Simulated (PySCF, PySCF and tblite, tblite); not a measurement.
# C₅H₁₁NS: a path driven as rotation about a bond, and NMR exchange, part 2 of 2

PySCF and tblite. Atoms count from 0. The steps go on from the part before.

### 9 The path in numbers

Job settings and geometry (Å):

```
{"job": {"smiles": "CC(C)N(C)C=S", "charge": 0, "mult": 1, "motion": "rotation", "what": "single bond", "atoms": [1, 3], "drives": [{"terms": [["t", [0, 1, 3, 4], 0.16666666666666666], ["t", [0, 1, 3, 5], 0.16666666666666666], ["t", [2, 1, 3, 4], 0.16666666666666666], ["t", [2, 1, 3, 5], 0.16666666666666666], ["t", [10, 1, 3, 4], 0.16666666666666666], ["t", [10, 1, 3, 5], 0.16666666666666666]], "by": 120, "n": 8}], "study": "path", "level": {"kind": "nmr", "xc": "PBE", "basis": "pcSseg-1"}, "fields": [100, 250, 270], "first": 1, "seed": 942, "kind": "path"}, "charge": 0, "multiplicity": 1}
C     -1.243987     1.260743    -0.106002
C     -0.548354     0.049650     0.507201
C     -1.253166    -1.254559     0.134556
N      0.859514    -0.003471     0.137821
C      1.214717     0.151312    -1.250565
C      1.794739    -0.210122     1.062706
S      1.553053    -0.415922     2.668083
H     -0.690694     2.170622     0.114635
H     -2.238135     1.354949     0.322067
H     -1.346605     1.158730    -1.183820
H     -0.557025     0.148226     1.598798
H     -1.306570    -1.382313    -0.944580
H     -2.265412    -1.247095     0.528239
H     -0.722732    -2.100618     0.564562
H      0.574996    -0.474090    -1.873851
H      1.106080     1.191570    -1.568103
H      2.249346    -0.150725    -1.403077
H      2.811475    -0.240569     0.679673
```

Output:

```text
stationary points (kcal/mol above the start)
  n  kind          group   xTB      DFT    lowest mode
  0  minimum      C1       0.00     0.00      33.0
  1  saddle       C1       7.50    10.11     -59.2
  2  minimum      Cs       1.73     2.95      70.1

GFN2-xTB energies: T/K, barrier G, reaction G (kcal/mol), k forward, k back (1/s)
 150.00     8.17     1.81       3.95   3.45e+03
 200.00     8.36     1.83   3.06e+03   6.16e+05
 250.00     8.57     1.85   1.68e+05   1.39e+07
 298.15     8.78     1.86   2.27e+06   1.05e+08
 350.00     9.02     1.87    1.7e+07   4.98e+08
 400.00     9.26     1.87   7.28e+07   1.54e+09
 500.00     9.75     1.88   5.69e+08   7.56e+09

PBE/pcSseg-1 + D3(BJ) energies: T/K, barrier G, reaction G (kcal/mol), k forward, k back (1/s)
 150.00    10.78     3.03   0.000619       32.1
 200.00    10.97     3.05       4.29   1.84e+04
 250.00    11.18     3.06        878   8.39e+05
 298.15    11.39     3.08   2.77e+04   9.94e+06
 350.00    11.63     3.08   3.98e+05   6.71e+07
 400.00    11.87     3.09   2.73e+06   2.66e+08
 500.00    12.36     3.10   4.11e+07   1.86e+09
```

Run time: 2.2 min. Hardware: 1 thread of Arm Neoverse V1, shared host; peak memory 0.72 GiB. This counts the whole study up to here.

Barriers by level (kcal/mol; entropies in cal/(mol K)). Zero-point and thermal terms come from xTB in every row. ΔG‡ leaves symmetry out; the rate counts one path; effective ΔG‡, where given, is the barrier that would give that rate by Eyring's equation alone:

```
                level    ΔE‡  with zero-point   ΔH‡   ΔS‡  ΔG‡ (298 K)  ΔE of reaction  k at 298 K (1/s)  effective ΔG‡
             GFN2-xTB   7.50             7.82  7.05  -5.8         8.78            1.73           2.3e+06           8.78
PBE/pcSseg-1 + D3(BJ)  10.11            10.43  9.67  -5.8        11.39            2.95           2.8e+04          11.39
```

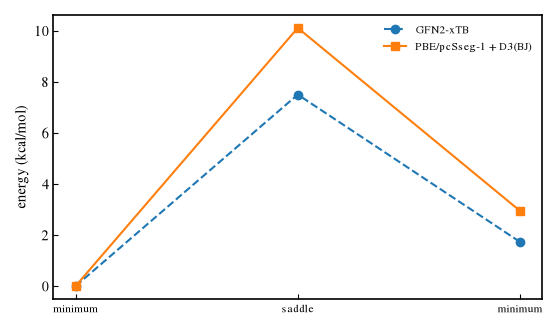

The xTB stationary points, at both levels.

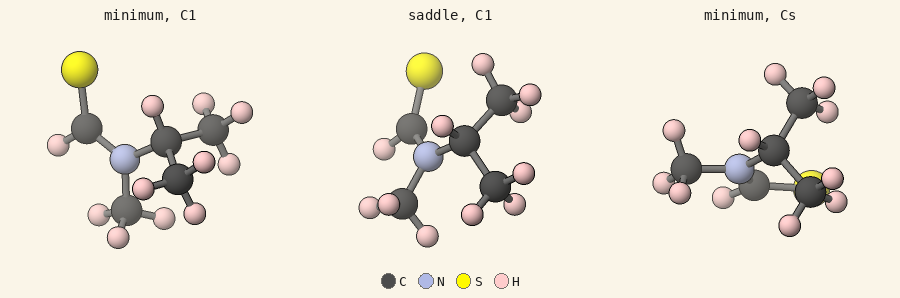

The stationary points in order.

Sites that the driver pairs across this motion, and where their lines would merge (no couplings; faster rotations or exchange between molecules can average them sooner):

```
nucleus                                                       sites: shielding (ppm)  proton frequency (MHz)  spread (Hz)  coalescence (K)  lines at 298 K
    13C                                                   C1: 134.3; C1 (end): 120.1                     270          964        not given               –
     1H                                                 H10: 25.36; H10 (end): 28.37                     270          814        not given               –
    13C                                                   C4: 144.5; C4 (end): 134.9                     270          650        not given               –
    13C                                    C0: 161.4; C2: 163.9; C0, C2 (end): 166.9                     270          380        not given               –
     1H  H7, H8, H9: 30.44; H11, H12, H13: 30.56; H7, H8, H9 and 3 more (end): 29.68                     270          237        not given               –
    13C                                                     C5: -1.5; C5 (end): -3.1                     270          111        not given               –
    15N                                                     N3: 76.0; N3 (end): 80.0                     270          108        not given               –
     1H                                                 H17: 22.55; H17 (end): 22.38                     270           46        not given               –
```

A dash: the driver gave no coalescence for this row (it judged the minor form too scarce).

Rows that set an atom against itself at the end compare its shielding in the two forms.

### 10 Shieldings, start: PBE0/6-31G*

Job settings and geometry (Å):

```
{"job": {"kind": "nmr", "xc": "PBE0", "basis": "6-31G*", "pop": false}, "charge": 0, "multiplicity": 1}
C     -1.243987     1.260743    -0.106002
C     -0.548354     0.049650     0.507201
C     -1.253166    -1.254559     0.134556
N      0.859514    -0.003471     0.137821
C      1.214717     0.151312    -1.250565
C      1.794739    -0.210122     1.062706
S      1.553053    -0.415922     2.668083
H     -0.690694     2.170622     0.114635
H     -2.238135     1.354949     0.322067
H     -1.346605     1.158730    -1.183820
H     -0.557025     0.148226     1.598798
H     -1.306570    -1.382313    -0.944580
H     -2.265412    -1.247095     0.528239
H     -0.722732    -2.100618     0.564562
H      0.574996    -0.474090    -1.873851
H      1.106080     1.191570    -1.568103
H      2.249346    -0.150725    -1.403077
H      2.811475    -0.240569     0.679673
```

Output:

```text
coarse grid: 14936 points
cycle   1  E = -649.6283366348  dE =  8.085e-01  |g| = 4.729e-01  |ddm| = 3.798e+00
cycle   2  E = -649.5147326747  dE =  1.136e-01  |g| = 8.039e-01  |ddm| = 1.683e+00
cycle   3  E = -649.6914271117  dE = -1.767e-01  |g| = 1.779e-01  |ddm| = 1.192e+00
cycle   4  E = -649.6996868302  dE = -8.260e-03  |g| = 3.350e-02  |ddm| = 2.391e-01
cycle   5  E = -649.6999336233  dE = -2.468e-04  |g| = 1.481e-02  |ddm| = 5.337e-02
cycle   6  E = -649.6999880412  dE = -5.442e-05  |g| = 3.601e-03  |ddm| = 1.691e-02
cycle   7  E = -649.6999908090  dE = -2.768e-06  |g| = 7.662e-04  |ddm| = 3.906e-03
final grid: 137872 points
cycle   8  E = -649.6290862117  dE = -3.796e-05  |g| = 1.232e-02  |ddm| = 3.618e-02
cycle   9  E = -649.6289966729  dE =  8.954e-05  |g| = 2.137e-02  |ddm| = 4.068e-02
cycle  10  E = -649.6291270371  dE = -1.304e-04  |g| = 3.530e-03  |ddm| = 3.038e-02
cycle  11  E = -649.6291300570  dE = -3.020e-06  |g| = 3.013e-04  |ddm| = 3.510e-03
cycle  12  E = -649.6291300766  dE = -1.957e-08  |g| = 1.085e-04  |ddm| = 5.023e-04
cycle  13  E = -649.6291300793  dE = -2.706e-09  |g| = 5.591e-05  |ddm| = 1.856e-04
cycle  14  E = -649.6291300800  dE = -6.883e-10  |g| = 1.098e-05  |ddm| = 5.155e-05
converged SCF energy = -649.6291300800

GIAO shielding tensors (ppm)
atom      isotropic    diamagn.    paramagn.     s11        s22        s33       span
  0 C      176.753     249.766     -73.013    163.874    170.938    195.447     31.573
  1 C      152.142     240.258     -88.117    123.646    159.153    173.626     49.980
  2 C      178.331     249.409     -71.079    160.003    176.878    198.111     38.108
  3 N      108.489     322.251    -213.763    -33.430    167.924    190.971    224.401
  4 C      160.408     248.730     -88.321    138.535    149.779    192.911     54.376
  5 C       16.041     253.153    -237.112   -113.433     45.341    116.216    229.648
  6 S      283.454    1058.356    -774.903   -158.828    246.521    762.668    921.496
  7 H       31.244      30.797       0.448     27.156     28.783     37.793     10.638
  8 H       31.167      30.611       0.556     27.018     28.800     37.683     10.665
  9 H       31.167      31.633      -0.466     27.644     30.324     35.533      7.889
 10 H       26.470      30.746      -4.276     21.237     25.780     32.393     11.155
 11 H       31.350      31.479      -0.129     27.324     30.702     36.023      8.699
 12 H       31.439      30.625       0.814     27.495     28.768     38.055     10.561
 13 H       31.246      30.492       0.754     26.258     30.131     37.348     11.089
 14 H       29.346      30.946      -1.600     24.585     29.008     34.445      9.860
 15 H       29.257      30.466      -1.209     24.778     27.926     35.068     10.291
 16 H       29.469      30.672      -1.203     25.646     28.422     34.340      8.694
 17 H       23.329      28.853      -5.524     18.959     21.496     29.532     10.574
```

Wall time 14 s (1 thread of Arm Neoverse V1, shared host); peak memory 0.69 GiB.

This run: HOMO -5.74 eV, LUMO -0.40 eV; dipole 5.09 D.

### 11 Single-point energy, saddle of leg 1: PBE0/6-31G*

Job settings and geometry (Å):

```
{"job": {"kind": "sp", "xc": "PBE0", "basis": "6-31G*", "pop": false}, "charge": 0, "multiplicity": 1}
C     -1.348687     0.786799    -0.739944
C     -0.532570     0.212036     0.423756
C     -1.279404    -1.000645     0.968939
N      0.840033    -0.080493    -0.009009
C      1.438122     0.932031    -0.856731
C      1.639625    -1.049115     0.445537
S      1.422229    -2.217645     1.568798
H     -0.984006     1.753742    -1.073117
H     -2.376796     0.919313    -0.414157
H     -1.346153     0.094499    -1.578767
H     -0.468269     0.975373     1.216003
H     -1.244616    -1.820338     0.255986
H     -2.318741    -0.728173     1.135345
H     -0.861336    -1.342379     1.908357
H      1.027223     0.893866    -1.866910
H      1.260141     1.924022    -0.436217
H      2.513388     0.778227    -0.919784
H      2.619816    -1.031121    -0.028087
```

Output:

```text
coarse grid: 14936 points
cycle   1  E = -649.6078935987  dE =  8.144e-01  |g| = 4.880e-01  |ddm| = 3.801e+00
cycle   2  E = -649.4786490296  dE =  1.292e-01  |g| = 8.455e-01  |ddm| = 1.776e+00
cycle   3  E = -649.6750625647  dE = -1.964e-01  |g| = 1.822e-01  |ddm| = 1.256e+00
cycle   4  E = -649.6836795653  dE = -8.617e-03  |g| = 3.401e-02  |ddm| = 2.424e-01
cycle   5  E = -649.6839760475  dE = -2.965e-04  |g| = 9.329e-03  |ddm| = 5.475e-02
cycle   6  E = -649.6839991398  dE = -2.309e-05  |g| = 3.145e-03  |ddm| = 1.353e-02
cycle   7  E = -649.6840011990  dE = -2.059e-06  |g| = 8.149e-04  |ddm| = 3.080e-03
final grid: 137872 points
cycle   8  E = -649.6130614948  dE = -3.832e-05  |g| = 1.167e-02  |ddm| = 3.752e-02
cycle   9  E = -649.6129891699  dE =  7.232e-05  |g| = 1.946e-02  |ddm| = 3.735e-02
cycle  10  E = -649.6130971723  dE = -1.080e-04  |g| = 3.588e-03  |ddm| = 2.811e-02
cycle  11  E = -649.6131003900  dE = -3.218e-06  |g| = 2.928e-04  |ddm| = 3.768e-03
cycle  12  E = -649.6131004060  dE = -1.597e-08  |g| = 1.441e-04  |ddm| = 4.997e-04
cycle  13  E = -649.6131004107  dE = -4.742e-09  |g| = 5.245e-05  |ddm| = 1.843e-04
cycle  14  E = -649.6131004114  dE = -6.385e-10  |g| = 9.398e-06  |ddm| = 5.718e-05
converged SCF energy = -649.6131004114
```

It took 7.5 s on 1 thread of Arm Neoverse V1, shared host; peak memory 0.58 GiB.

In short: HOMO -5.53 eV, LUMO -0.42 eV; dipole 5.17 D.

### 12 Shieldings, end: PBE0/6-31G*

Job settings and geometry (Å):

```
{"job": {"kind": "nmr", "xc": "PBE0", "basis": "6-31G*", "pop": false}, "charge": 0, "multiplicity": 1}
C     -1.479437    -0.013357    -1.052410
C     -0.601444     0.314035     0.153759
C     -1.065877    -0.421568     1.409171
N      0.809350     0.044146    -0.128576
C      1.683557     1.191185    -0.087154
C      1.297392    -1.160912    -0.413681
S      0.505676    -2.589505    -0.514599
H     -1.113908     0.499819    -1.939432
H     -2.498731     0.308221    -0.858002
H     -1.480330    -1.082019    -1.242333
H     -0.663590     1.391851     0.342779
H     -1.053105    -1.494683     1.246766
H     -2.079284    -0.117019     1.655013
H     -0.416422    -0.186540     2.249757
H      1.370282     1.933507    -0.825937
H      1.656021     1.652769     0.903300
H      2.707666     0.894444    -0.304425
H      2.369495    -1.167246    -0.599565
```

Output:

```text
coarse grid: 14936 points
cycle   1  E = -649.6212649514  dE =  8.116e-01  |g| = 4.848e-01  |ddm| = 3.803e+00
cycle   2  E = -649.5029367982  dE =  1.183e-01  |g| = 8.194e-01  |ddm| = 1.713e+00
cycle   3  E = -649.6865710513  dE = -1.836e-01  |g| = 1.836e-01  |ddm| = 1.220e+00
cycle   4  E = -649.6953157499  dE = -8.745e-03  |g| = 3.407e-02  |ddm| = 2.467e-01
cycle   5  E = -649.6955995863  dE = -2.838e-04  |g| = 1.090e-02  |ddm| = 5.539e-02
cycle   6  E = -649.6956293616  dE = -2.978e-05  |g| = 3.555e-03  |ddm| = 1.458e-02
cycle   7  E = -649.6956320472  dE = -2.686e-06  |g| = 7.712e-04  |ddm| = 3.687e-03
final grid: 137872 points
cycle   8  E = -649.6235767481  dE = -1.848e-05  |g| = 1.137e-02  |ddm| = 2.921e-02
cycle   9  E = -649.6235017130  dE =  7.504e-05  |g| = 1.957e-02  |ddm| = 3.792e-02
cycle  10  E = -649.6236114114  dE = -1.097e-04  |g| = 3.275e-03  |ddm| = 2.814e-02
cycle  11  E = -649.6236140363  dE = -2.625e-06  |g| = 2.544e-04  |ddm| = 3.293e-03
cycle  12  E = -649.6236140480  dE = -1.172e-08  |g| = 1.318e-04  |ddm| = 4.634e-04
cycle  13  E = -649.6236140521  dE = -4.098e-09  |g| = 4.656e-05  |ddm| = 1.658e-04
cycle  14  E = -649.6236140526  dE = -5.091e-10  |g| = 9.363e-06  |ddm| = 5.668e-05
converged SCF energy = -649.6236140526

GIAO shielding tensors (ppm)
atom      isotropic    diamagn.    paramagn.     s11        s22        s33       span
  0 C      181.099     248.400     -67.301    159.871    182.593    200.834     40.963
  1 C      140.252     240.110     -99.858    121.451    127.054    172.250     50.800
  2 C      181.173     248.393     -67.220    160.073    182.720    200.726     40.653
  3 N      111.534     322.202    -210.668    -19.000    154.649    198.954    217.954
  4 C      151.973     247.474     -95.502    118.154    144.711    193.053     74.900
  5 C       15.616     253.147    -237.531   -114.969     42.564    119.253    234.221
  6 S      241.509    1058.931    -817.422   -214.711    219.289    719.948    934.658
  7 H       31.453      30.654       0.799     27.261     29.590     37.508     10.247
  8 H       31.768      30.543       1.224     27.478     29.686     38.140     10.662
  9 H       28.637      30.155      -1.517     21.880     30.415     33.617     11.737
 10 H       28.982      31.931      -2.949     25.600     29.169     32.176      6.575
 11 H       28.628      30.146      -1.518     21.833     30.399     33.652     11.819
 12 H       31.772      30.541       1.231     27.469     29.704     38.142     10.673
 13 H       31.451      30.650       0.801     27.256     29.579     37.518     10.261
 14 H       29.223      29.851      -0.628     25.039     27.755     34.874      9.835
 15 H       29.232      29.858      -0.626     25.048     27.775     34.873      9.825
 16 H       29.309      30.092      -0.783     25.582     28.144     34.201      8.619
 17 H       23.258      29.161      -5.903     18.575     21.459     29.741     11.167
```

Wall time 14 s (1 thread of Arm Neoverse V1, shared host); peak memory 0.69 GiB.

This run: HOMO -5.66 eV, LUMO -0.43 eV; dipole 4.99 D.

### 13 Second level: PBE0/6-31G* + D3(BJ)

Job settings and geometry (Å):

```
{"job": {"smiles": "CC(C)N(C)C=S", "charge": 0, "mult": 1, "motion": "rotation", "what": "single bond", "atoms": [1, 3], "drives": [{"terms": [["t", [0, 1, 3, 4], 0.16666666666666666], ["t", [0, 1, 3, 5], 0.16666666666666666], ["t", [2, 1, 3, 4], 0.16666666666666666], ["t", [2, 1, 3, 5], 0.16666666666666666], ["t", [10, 1, 3, 4], 0.16666666666666666], ["t", [10, 1, 3, 5], 0.16666666666666666]], "by": 120, "n": 8}], "study": "path", "level": {"kind": "nmr", "xc": "PBE0", "basis": "6-31G*", "wide": true}, "fields": [100, 250, 270], "first": 1, "seed": 942, "kind": "pathvar"}, "charge": 0, "multiplicity": 1}
C     -1.243987     1.260743    -0.106002
C     -0.548354     0.049650     0.507201
C     -1.253166    -1.254559     0.134556
N      0.859514    -0.003471     0.137821
C      1.214717     0.151312    -1.250565
C      1.794739    -0.210122     1.062706
S      1.553053    -0.415922     2.668083
H     -0.690694     2.170622     0.114635
H     -2.238135     1.354949     0.322067
H     -1.346605     1.158730    -1.183820
H     -0.557025     0.148226     1.598798
H     -1.306570    -1.382313    -0.944580
H     -2.265412    -1.247095     0.528239
H     -0.722732    -2.100618     0.564562
H      0.574996    -0.474090    -1.873851
H      1.106080     1.191570    -1.568103
H      2.249346    -0.150725    -1.403077
H      2.811475    -0.240569     0.679673
```

Output:

```text
stationary points (kcal/mol above the start)
  n  kind          group   xTB      DFT    lowest mode
  0  minimum      C1       0.00     0.00      33.0
  1  saddle       C1       7.50    10.03     -59.2
  2  minimum      Cs       1.73     3.21      70.1

GFN2-xTB energies: T/K, barrier G, reaction G (kcal/mol), k forward, k back (1/s)
 150.00     8.17     1.81       3.95   3.45e+03
 200.00     8.36     1.83   3.06e+03   6.16e+05
 250.00     8.57     1.85   1.68e+05   1.39e+07
 298.15     8.78     1.86   2.27e+06   1.05e+08
 350.00     9.02     1.87    1.7e+07   4.98e+08
 400.00     9.26     1.87   7.28e+07   1.54e+09
 500.00     9.75     1.88   5.69e+08   7.56e+09

PBE/pcSseg-1 + D3(BJ) energies: T/K, barrier G, reaction G (kcal/mol), k forward, k back (1/s)
 150.00    10.78     3.03   0.000619       32.1
 200.00    10.97     3.05       4.29   1.84e+04
 250.00    11.18     3.06        878   8.39e+05
 298.15    11.39     3.08   2.77e+04   9.94e+06
 350.00    11.63     3.08   3.98e+05   6.71e+07
 400.00    11.87     3.09   2.73e+06   2.66e+08
 500.00    12.36     3.10   4.11e+07   1.86e+09

PBE0/6-31G* + D3(BJ) energies: T/K, barrier G, reaction G (kcal/mol), k forward, k back (1/s)
 150.00    10.69     3.29   0.000826        104
 200.00    10.88     3.31       5.32   4.44e+04
 250.00    11.09     3.33   1.04e+03   1.69e+06
 298.15    11.31     3.34    3.2e+04   1.79e+07
 350.00    11.55     3.35    4.5e+05   1.11e+08
 400.00    11.78     3.35   3.04e+06   4.13e+08
 500.00    12.28     3.36   4.48e+07   2.64e+09
```

It took 2.8 min on 1 thread of Arm Neoverse V1, shared host; peak memory 0.72 GiB. This counts the runs that the step sums up.

Barriers by level (kcal/mol; entropies in cal/(mol K)). Zero-point and thermal terms come from xTB in every row. ΔG‡ leaves symmetry out; the rate counts one path; effective ΔG‡, where given, is the barrier that would give that rate by Eyring's equation alone:

```
                level    ΔE‡  with zero-point   ΔH‡   ΔS‡  ΔG‡ (298 K)  ΔE of reaction  k at 298 K (1/s)  effective ΔG‡
             GFN2-xTB   7.50             7.82  7.05  -5.8         8.78            1.73           2.3e+06           8.78
PBE/pcSseg-1 + D3(BJ)  10.11            10.43  9.67  -5.8        11.39            2.95           2.8e+04          11.39
 PBE0/6-31G* + D3(BJ)  10.03            10.34  9.58  -5.8        11.31            3.21           3.2e+04          11.31
```

### 14 Summary of results

This closing draws on all 2 parts.

```
                       quantity                               value
barrier (PBE/pcSseg-1 + D3(BJ))  ΔE‡ 10.1, ΔG‡(298 K) 11.4 kcal/mol
             barrier (GFN2-xTB)                    ΔE‡ 7.5 kcal/mol
                  rate at 298 K                         2.8e+04 s⁻¹
                end of the path         3.0 kcal/mol from the start
```

**Reading.** The barrier is 10.1 kcal/mol at the DFT level (xTB: 7.5); with thermal terms and the count of paths the DFT value gives a rate of 2.8e+04 s⁻¹ at 298 K. An error of 1.4 kcal/mol changes that rate tenfold.
